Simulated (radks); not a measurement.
# Sb³⁺: atomic calculation

System: the antimony ion Sb³⁺ in the configuration [Kr] 4d10 5s2.
Method: non-relativistic Kohn-Sham, BLYP, spin-unpolarised, spherical densities, point nucleus (the in-house radial solver radks).

### Output
```
1s      1   2.0000       -1073.25605783
2s      1   2.0000        -160.41370429
2p      1   6.0000        -150.38272157
3s      1   2.0000         -32.21233006
3p      1   6.0000         -28.04685835
3d      1  10.0000         -20.31056779
4s      1   2.0000          -6.12710440
4p      1   6.0000          -4.71653477
4d      1  10.0000          -2.35422949
5s      1   2.0000          -1.37995836
Etot -6314.211656406776
Ekin 6312.095294832692
Encl -14952.760212012925
Eh 2491.936029261343
Exc -165.48276848788515
err 1.6123648388921763e-09
it 14
```

### Orbitals

| orbital | occupation | energy (eV) | ⟨r⟩ (bohr) | outer maximum (bohr) |
| --- | --- | --- | --- | --- |
| 1s | 2 | −29204.8 | 0.02982 | 0.0197 |
| 2s | 2 | −4365.1 | 0.1287 | 0.109 |
| 2p | 6 | −4092.1 | 0.1097 | 0.0855 |
| 3s | 2 | −876.542 | 0.3441 | 0.313 |
| 3p | 6 | −763.194 | 0.3348 | 0.299 |
| 3d | 10 | −552.679 | 0.3056 | 0.245 |
| 4s | 2 | −166.727 | 0.8204 | 0.749 |
| 4p | 6 | −128.343 | 0.8642 | 0.773 |
| 4d | 10 | −64.062 | 1.013 | 0.841 |
| 5s | 2 | −37.551 | 2.094 | 1.88 |

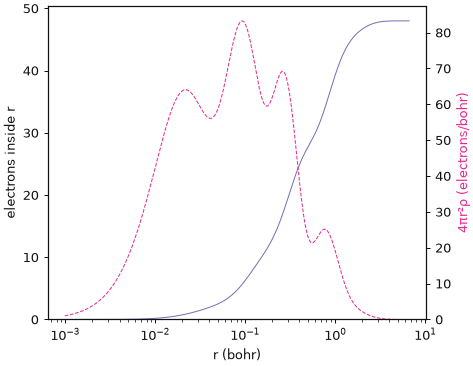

Figure 1. The number of electrons inside radius r (solid) and the radial density 4πr²ρ (dashed). The count levels off at 48 electrons. Half of them lie within 0.379 bohr, 90 % within 1.28 bohr and 99 % within 2.58 bohr. The radial density has minima at 0.0409, 0.174 and 0.555 bohr, where the count stands at 2.0, 11.4 and 29.0; these part the shells that the density resolves.

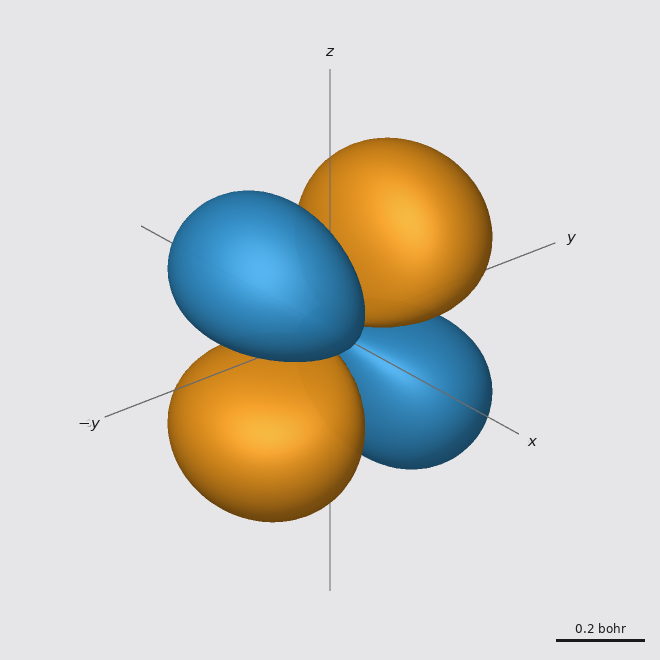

Figure 2. The 3d(yz) orbital. The radial function comes from the spherical calculation and is multiplied by a real spherical harmonic; the overall sign is chosen so that the largest lobe of P(r) is positive. The surface of constant |ψ| that holds about 80 % of the electron is drawn, orange where ψ is positive and blue where it is negative. It has the nodal planes xy and xz and no radial node. The maximum of P² lies at 0.245 bohr, ⟨r⟩ = 0.306 bohr, 90 % of the charge lies within 0.480 bohr, and the eigenvalue is −552.7 eV, with 10 electrons in the shell.

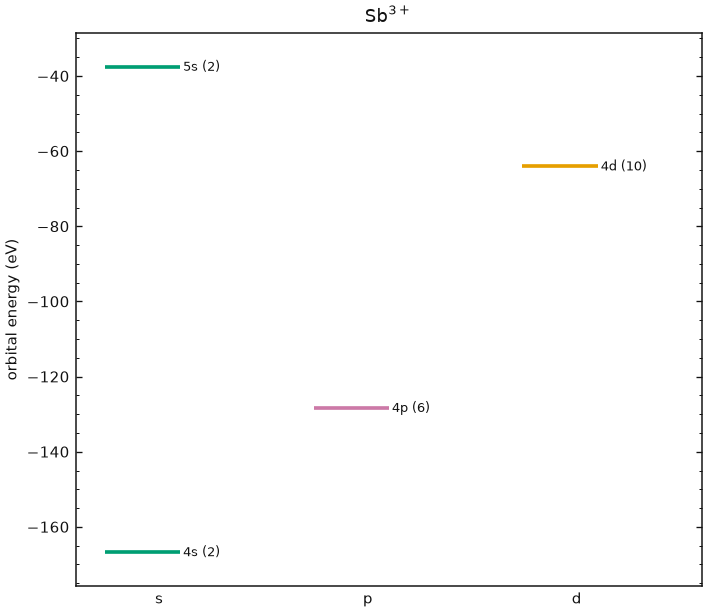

Figure 3. The outer levels are drawn by angular momentum (occupations in brackets). The highest occupied level is 5s at −37.6 eV. The highest 3 occupied levels, from the top down, are 5s (−37.6 eV), 4d (−64.1 eV), 4p (−128.3 eV). The measured ionisation energy (NIST) is 43.8 eV; minus the highest level, 37.6 eV, lies 14 % below it, as is usual for a semilocal functional, whose potential decays too fast. Relativity, left out here, matters at this nuclear charge.

### Input file
```
Z 51
configuration [Kr] 4d10 5s2
relativity non-relativistic
functional b88,lyp
spin unpolarised
nucleus point
```

Energies in input and log are in hartree, lengths in bohr.

### Key numbers

| quantity | value |
| --- | --- |
| outcome | converged |
| total energy | −6314.2117 hartree |
| kinetic energy | 6312.0953 hartree |
| electron–nucleus energy | −14952.7602 hartree |
| Hartree energy | 2491.9360 hartree |
| exchange–correlation energy | −165.482768 hartree |
| radius at density 0.001 e/bohr³ | 3.52 bohr |
| SCF iterations | 14 |
| hardware | 1 CPU thread, shared host |

### Remarks

Relativity is left out, which matters for an atom this heavy.
